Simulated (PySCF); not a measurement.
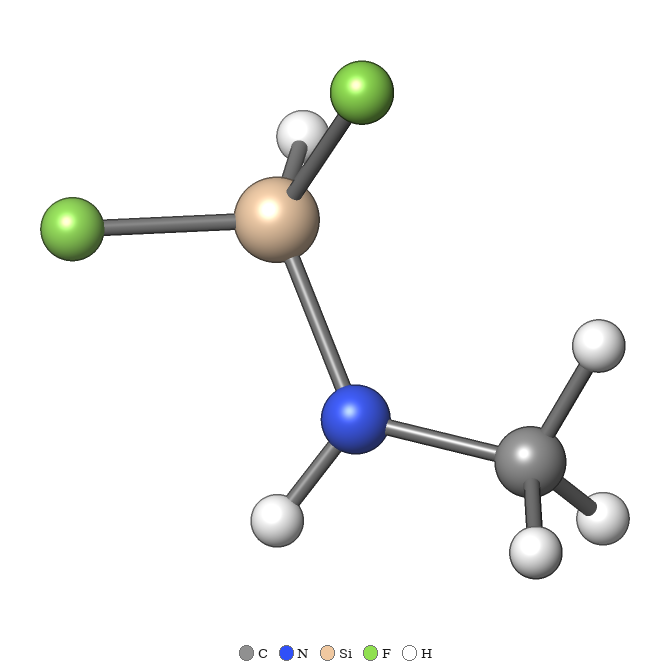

Rendered structure (ball-and-stick style). Every bond is drawn as one stick, whatever its order.

> Count the atoms of each element.

CH5F2NSi, 10 atoms: 1 carbon, 5 hydrogen, 2 fluorine, 1 nitrogen and 1 silicon.

> Name functional groups in it.

Among them: Si–H bond, Si–N bond.

> How many bonds of each kind are drawn?

3 C–H, 2 F–Si, 1 C–N, 1 N–Si, 1 N–H, 1 Si–H.

The parts below concern this one geometry. Atoms keep their numbers from picture to picture. Computed geometry: PBE0-D3(BJ)/def2-SVP optimisation. No frequency run is at hand to confirm it as a minimum.

Symmetry

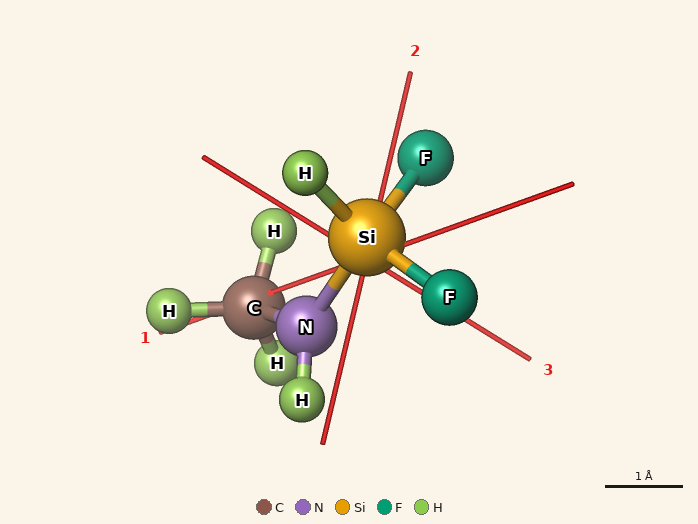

The three principal axes of inertia are drawn and numbered. Depth is shown by fading: the farther an atom, the more it takes the colour of the background. No frequency run is at hand to confirm it as a minimum. Masses are those of the most abundant isotopes; constants are for the rigid equilibrium geometry.

> Which line is the a axis (least moment of inertia), which b and which c?

a is line 1, b is line 2, c is line 3; the moments are 80.6, 174, 232 u Å².

> Classify the rotor and give the rotational constants (MHz).

An asymmetric top (C1): A = 6273, B = 2897, C = 2181 MHz. Ray's parameter κ is −0.65, nearer the prolate limit.

NMR shielding

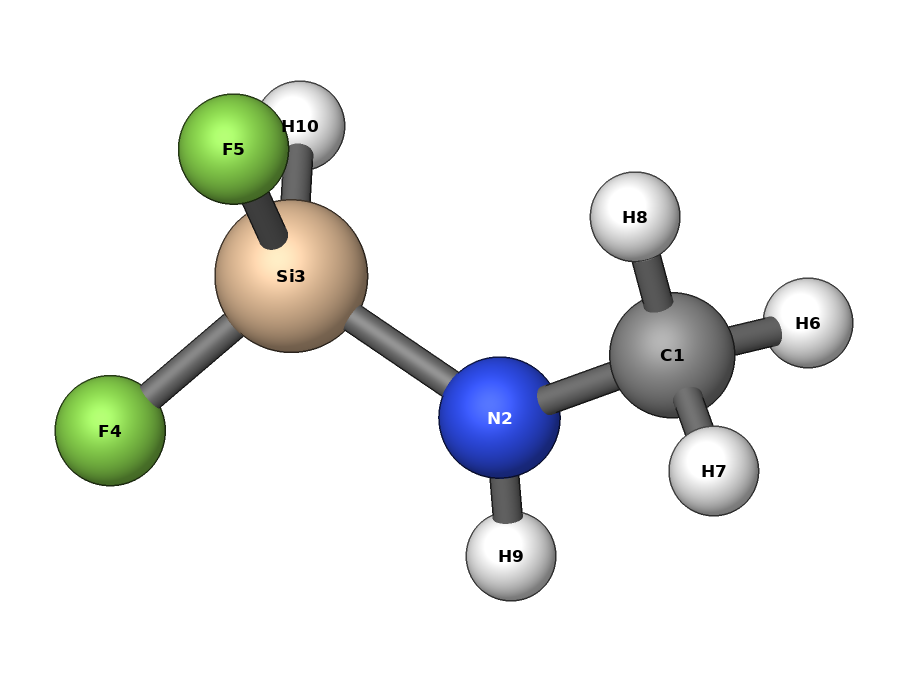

The questions are on isotropic NMR shieldings of the H atoms. No frequency run is at hand to confirm it as a minimum. Properties computed with GIAO PBE0/6-31G NMR shielding, non-relativistic, gas phase (PySCF 2.14.0).

> Which H atom is the most shielded (lowest chemical shift)?

H9 (32.81 ppm).

> Which H atom is the least shielded (highest chemical shift)?

H10 (27.05 ppm).

> How wide is the range of H shifts?

5.76 ppm.

Give the isotropic NMR shieldings of the H atoms atom by atom.

| atom | σ (ppm) |
| --- | --- |
| H6 | 30.00 |
| H7 | 29.90 |
| H8 | 30.00 |
| H9 | 32.81 |
| H10 | 27.05 |

Levels of theory compared

No frequency run is at hand to confirm it as a minimum. Program: PySCF 2.14.0.

Compare HOMO energy (eV), HOMO–LUMO gap (eV) at these levels: B3LYP/pcSseg-2; B97-2/pcSseg-2; BHandHLYP/pcSseg-2; CAM-B3LYP/pcSseg-2; PBE/pcSseg-2; PBE0/IGLO-III; PBE0/aug-cc-pVDZ; PBE0/cc-pVTZ; PBE0/def2-SVP; PBE0/pcSseg-0.

```csv
level,HOMO energy (eV),HOMO–LUMO gap (eV)
B3LYP/pcSseg-2,−7.28,7.32
B97-2/pcSseg-2,−7.24,7.62
BHandHLYP/pcSseg-2,−8.85,9.74
CAM-B3LYP/pcSseg-2,−8.94,9.99
PBE/pcSseg-2,−6.10,5.68
PBE0/IGLO-III,−7.46,7.90
PBE0/aug-cc-pVDZ,−7.46,7.26
PBE0/cc-pVTZ,−7.40,8.21
PBE0/def2-SVP,−7.30,8.61
PBE0/pcSseg-0,−7.34,8.76
```

Quadrupole coupling

No frequency run is at hand to confirm it as a minimum. Electric field gradients from the ground-state density, PBE0/6-31G (PySCF 2.14.0), non-relativistic apart from any core potentials.

Give the largest field-gradient component, the quadrupole coupling constant and the asymmetry for 14N at N2 (Q = 20.44 mb), 2H at H6 (Q = 2.86 mb), 2H at H7 (Q = 2.86 mb).

```tsv
atom	V_zz (a.u.)	e²qQ/h (MHz)	η
N2	−1.093	−5.25	0.22
H6	0.292	0.196	0.05
H7	0.296	0.199	0.06
```

Dipole moment

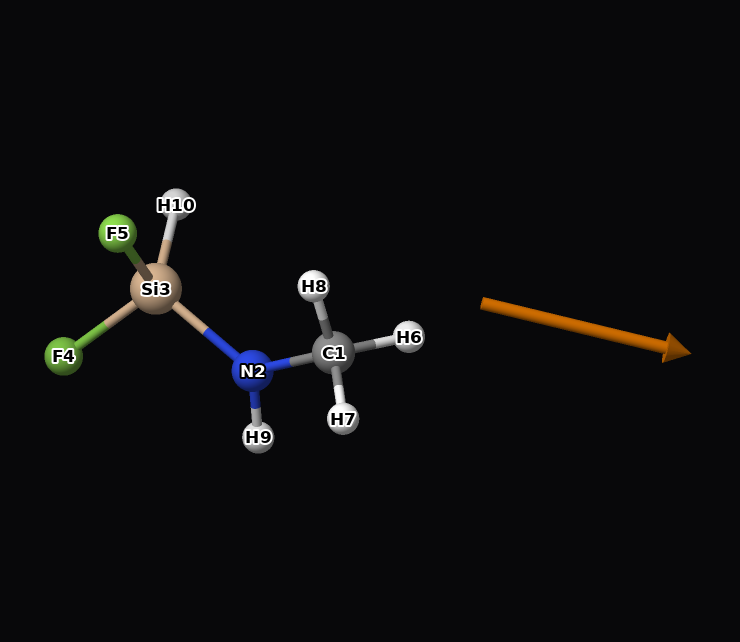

The arrow beside the molecule shows the direction of the dipole moment, from the negative to the positive end (its length means nothing). No frequency run is at hand to confirm it as a minimum. Method: PBE0/pcSseg-0, gas phase (PySCF 2.14.0).

> How large is the dipole moment?

3.04 D; it points from the side of F4, F5 to the side of H6 (the outermost atoms at the two ends).
